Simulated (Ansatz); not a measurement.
# H3S+ (sulfonium): wB97M-V/6-31G

What is the energy change on altering one bond length of H3S+ (sulfonium) at wB97M-V/6-31G? 

The results are computed with Ansatz 0.2.0.

9 further runs of the same task are left out: 7 that didn't finish, 2 set aside as unsound or not needed.

**1. The system as given**

The species is H3S+ (4 atoms), meant as a singlet with charge +1. As SMILES, `[SH3+]`. The shape is that of a GFN2-xTB optimisation.

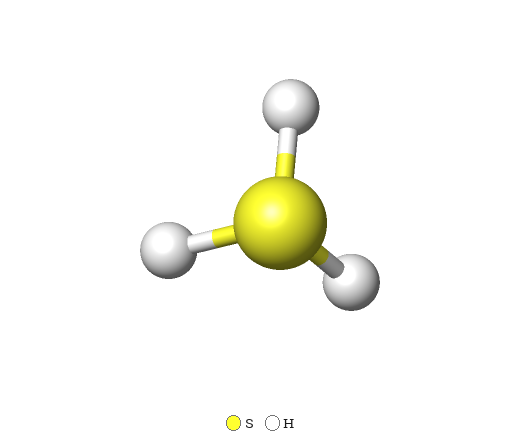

Viewed from a chosen angle; sulfur yellow, hydrogen white.

**2. A single-point energy at wB97M-V/6-31G**

The input, in.yaml:

```yaml
crystal:
  periodic: [false, false, false]
  atoms:
    - {symbol: S, position_ang: [0.301620, -0.100910, -0.445950]}
    - {symbol: H, position_ang: [0.848020, 0.280920, 0.734350]}
    - {symbol: H, position_ang: [-0.494150, -1.037930, 0.125030]}
    - {symbol: H, position_ang: [-0.655500, 0.857920, -0.413440]}
basis:
  gaussian:
    orbitals: 6-31G
total_charge: 1
accuracy: high
hamiltonian:
  xc: {name: wB97M-V}
```

Started as:

```console
$ ansatz run in.yaml --threads 1 --pin off --max-ram 2610MiB --events-out events.jsonl --progress --plain --runs-dir runs
```

The log of the run:

```text
Warning: RAYON_NUM_THREADS=1 ignored (pool sized by the plan → 1); use --threads N
Functional definition: wB97M-V
  name "wB97M-V"
  parameter omega = 0.3/bohr
  parameter cx = 0.15
  parameter cx01 = 1.007
  parameter cx10 = 0.259
  parameter css00 = 0.443
  parameter css04 = -1.437
  parameter css10 = -4.535
  parameter css20 = -3.390
  parameter css43 = 4.278
  parameter cos00 = 1.000
  parameter cos10 = 1.358
  parameter cos20 = 2.924
  parameter cos21 = -8.812
  parameter cos60 = -1.390
  parameter cos61 = 9.142
  parameter b = 6.0
  parameter c = 0.01
  gx(w, u) = 1 - cx + cx01*u + cx10*w
  gss(w, u) = css00 + css04*u^4 + css10*w + css20*w^2 + css43*w^4*u^3
  gos(w, u) = cos00 + cos10*w + (cos20 + cos21*u)*w^2 + (cos60 + cos61*u)*w^6
  exchange = spin_sum(e_x_unif_sr(omega)*gx(b97_w, b97_u_x)) + cx*exact_x_sr(omega) + exact_x_lr(omega)
  correlation = spin_sum(e_c_pw_mod_same_spin*gss(b97_w, b97_u_same))
      + integral(e_c_pw_mod_opposite_spin*gos(b97_w_opposite, b97_u_opposite)) + vv10(b, c)
409 factors; integrals over basis functions are off by at most 3.6e-9 eV
167 factors; integrals over basis functions are off by at most 1.1e-9 eV
mean field evaluation 1: about -10871.3383 eV, gradient 1.8e1 eV
mean field evaluation 2: about -10872.2193 eV, gradient 9.3e0 eV
mean field evaluation 4: about -10872.4636 eV, gradient 5.8e-2 eV
mean field evaluation 8: about -10872.4497 eV, gradient 2.2e-4 eV
mean field -10872.44974823 eV, -399.5551586363 hartree, gradient 2.3e-8 eV, S^2 0.000000; 0 other end points of the search recorded, 0 dependent functions left out
reference -10872.44975075 eV, -399.5551587288 hartree; 9, 9 occupied and 10, 10 virtual orbitals, 409 factors
Total energy: -10872.44975075 eV, -399.5551587288 hartree
```

Wall time 6.6 s (1 thread of Arm Neoverse V2, shared host); peak memory 0.19 GiB.

**3. The distorted shape at the same level**

The input, job.yaml:

```yaml
crystal:
  periodic: [false, false, false]
  atoms:
    - {symbol: S, position_ang: [0.165024, -0.196365, -0.741017]}
    - {symbol: H, position_ang: [0.848020, 0.280920, 0.734350]}
    - {symbol: H, position_ang: [-0.630746, -1.133385, -0.170037]}
    - {symbol: H, position_ang: [-0.792096, 0.762465, -0.708507]}
basis:
  gaussian: {orbitals: 6-31G}
hamiltonian: {xc: {name: wB97M-V}}
accuracy: high
total_charge: 1
```

Started as:

```console
$ ansatz run job.yaml --threads 1 --pin off --max-ram 2610MiB --events-out events.jsonl --progress --plain --runs-dir runs
```

The log of the run (excerpt; [...] marks lines left out):

```text
Warning: RAYON_NUM_THREADS=1 ignored (pool sized by the plan → 1); use --threads N
[... 2 set-up lines as earlier in the session ...]
[...]
  gx(w, u) = 1 - cx + cx01*u + cx10*w
  gss(w, u) = css00 + css04*u^4 + css10*w + css20*w^2 + css43*w^4*u^3
  gos(w, u) = cos00 + cos10*w + (cos20 + cos21*u)*w^2 + (cos60 + cos61*u)*w^6
[...]
      + integral(e_c_pw_mod_opposite_spin*gos(b97_w_opposite, b97_u_opposite)) + vv10(b, c)
409 factors; integrals over basis functions are off by at most 3.3e-9 eV
168 factors; integrals over basis functions are off by at most 2.6e-9 eV
[...]
mean field -10871.78673911 eV, -399.5307935006 hartree, gradient 2.9e-8 eV, S^2 0.000000; 0 other end points of the search recorded, 0 dependent functions left out
reference -10871.78674167 eV, -399.5307935948 hartree; 9, 9 occupied and 10, 10 virtual orbitals, 409 factors
Total energy: -10871.78674167 eV, -399.5307935948 hartree
```

Run time: 7.5 s. Hardware: 1 thread of Arm Neoverse V2, shared host; peak memory 0.2 GiB.

**4. What came out**

Level: wB97M-V/6-31G.

| quantity | value |
| --- | --- |
| first shape: total energy | -399.55516 Eh |
| distorted shape: total energy | -399.53079 Eh |
| energy change with the S1–H2 bond stretched from 1.356 to 1.694 Å | 0.663 eV |

In words: With the S1–H2 bond stretched from 1.356 to 1.694 Å the energy rises by 0.66 eV (64.0 kJ/mol). The first shape isn't relaxed at this level, so the change isn't measured from a minimum.
